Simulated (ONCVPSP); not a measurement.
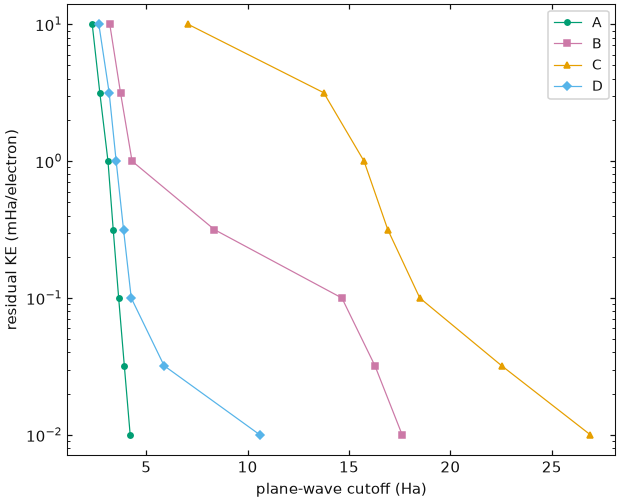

The residual kinetic energy of the d (empty) wave for 4 variants of one potential.

Base settings:

Input of ONCVPSP 4.0.1:

```
# ATOM AND REFERENCE CONFIGURATION
# atsym  z   nc   nv     iexc    psfile
  Ho 67.00   11    3        4      upf
#
#   n    l    f
    1    0    2.00
    2    0    2.00
    2    1    6.00
    3    0    2.00
    3    1    6.00
    3    2   10.00
    4    0    2.00
    4    1    6.00
    4    2   10.00
    5    0    2.00
    5    1    6.00
    4    3   11.00
    6    0    1.00
    6    1    1.00
#
# PSEUDOPOTENTIAL AND OPTIMIZATION
# lmax
    3
#
#   l,   rc,      ep,       ncon, nbas, qcut
    0    3.50    0.00    4    8    2.00
    1    3.50    0.00    4    8    2.20
    2    3.75    0.29    4    8    2.90
    3    1.20    0.00    4    8   13.30
#
# LOCAL POTENTIAL
# lloc, lpopt,  rc(5),   dvloc0
    4    3    0.95    0.00
#
# VANDERBILT-KLEINMAN-BYLANDER PROJECTORs
# l, nproj, debl
    0    1    2.40
    1    2    3.20
    2    2    2.30
    3    2    3.90
#
# MODEL CORE CHARGE
# icmod, fcfact, rcfact
    2    0.50    0.90
#
# LOG DERIVATIVE ANALYSIS
# epsh1, epsh2, depsh
   -2.00    5.00    0.02
#
# OUTPUT GRID
# rlmax, drl
    6.00    0.01
#
# TEST CONFIGURATIONS
# ncnf
    4
# nvcnf
#   n    l    f
    3
    4    3   11.00
    6    0    2.00
    6    1    0.00
#
    3
    4    3   11.00
    6    0    1.00
    6    1    0.00
#
    3
    4    3   11.00
    6    0    0.00
    6    1    0.00
#
    4
    4    3   11.00
    6    0    0.00
    6    1    0.00
    5    2    1.00
#
```

Launched with:
```bash
oncvpsp.x < Ho.dat > Ho.out
```

Functional and relativity: PBE, scalar-relativistic.

In the d channel the program set the typed energies aside and used -0.077, 2.223 Ha.

> Match the curves to these variants:
1. base
2. all radii scaled by 1.18 (s 4.14, p 4.14, d 4.44, f 1.42 bohr)
3. d: qcut 1.9
4. d: rc 5.04

A = 4, B = 1, C = 3, D = 2.

> What did the other tests of these runs give?

A: loose cutoff 82 Ha; bound ghosts flagged s, p, d; largest test error +76 meV. B: loose cutoff 82 Ha; bound ghosts flagged s, p; largest test error +51 meV. C: loose cutoff 82 Ha; bound ghosts flagged s, p, d; largest test error +99 meV. D: loose cutoff 71 Ha; bound ghosts flagged s, p, d; 2 of 4 tests not solved. The loose cutoff is the first of the cutoffs at which the residual kinetic energy of the hardest occupied pseudo-wave falls to 1 and 0.1 mHa per electron.
